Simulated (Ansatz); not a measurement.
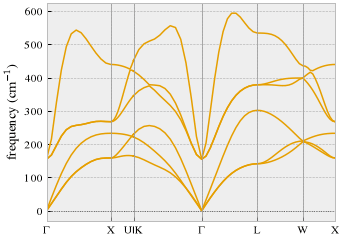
Fig. 1. Phonon dispersion of YN (rock salt, Fm-3m), the program Ansatz at the PBEsol level (PAW); imaginary frequencies are drawn negative

Task: Is this phase dynamically stable?

Result: Yes, on this path no branch is imaginary.

Task: How high does the spectrum reach?

Result: About 590 cm⁻¹ (17.8 THz).

The PBEsol relaxation kept the symmetry of its start. No spin polarisation was allowed.

Potentials: the later of the program's two PAW sets.
